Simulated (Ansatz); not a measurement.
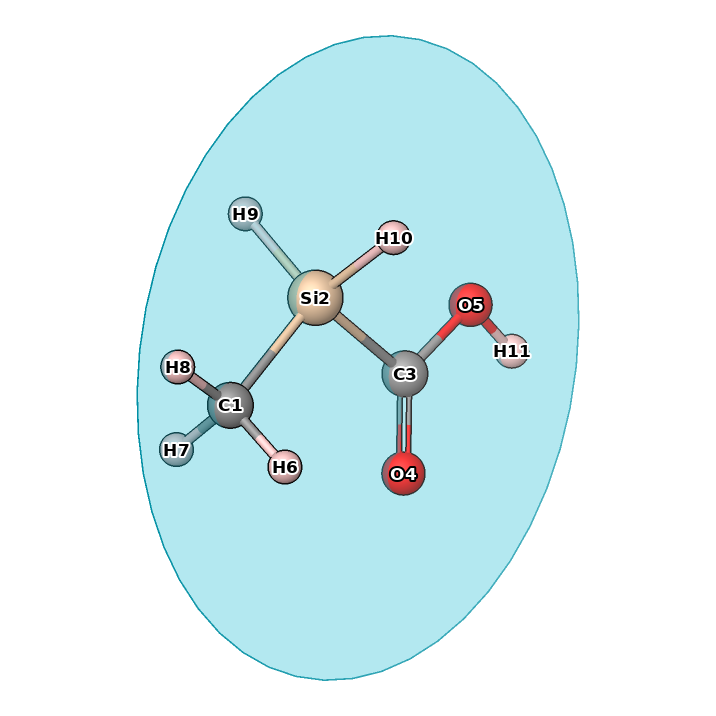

A disc through the centre of mass is drawn in. Depth is shown by fading: the farther an atom, the more it takes the colour of the background. Computed geometry: PBE0-D4/def2-TZVP optimisation. No frequency run is at hand to confirm it as a minimum.

> Is the plane of the disc a mirror plane of the structure?

Yes. The reflection leaves C1, Si2, C3, O4, O5, H8, H11 in place and moves H6 ↔ H7; H9 ↔ H10. The point group is Cs.
